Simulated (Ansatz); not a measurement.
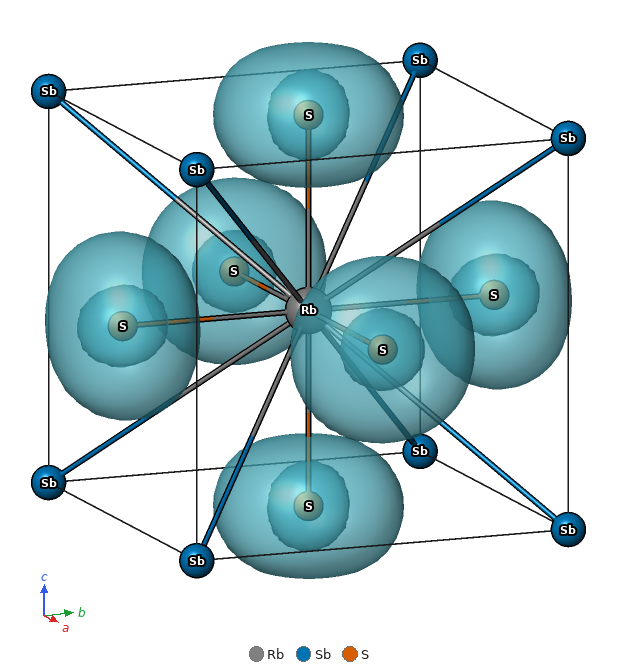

*RbSbS$_{3}$. Isosurface of the ELF at 0.75 (cyan), seen slightly off an axis. Only the valence region is drawn (cores and ρ < 0.01 e/Å³ removed). Sticks mark near contacts.*

Space group Pm-3m; a structure generated by program, which may or may not match a known phase.

Theory: Ansatz 0.2.0, DFT PBE, scalar-relativistic, plane waves, PAW.

In a PAW calculation such maps are meaningful between the atoms, not at the nuclei.

Question: What do the ELF domains correspond to?

Answer: At this value the surface marks out three regions wrapped around S (the valence shell of each), counted in one cell of 5 atoms. Any copies at cell faces, edges or corners count once.

Values along the shortest contacts:
Rb–S (2.67 Å): the ELF peaks at about 0.80 in the valence shell of S, 0.8 Å from its nucleus, and drops to about 0.20 between the two atoms: no localised pair shows between them. Rb–Sb (4.63 Å): the ELF is about 0.05 at the midpoint: no shared electron pair shows on this line.
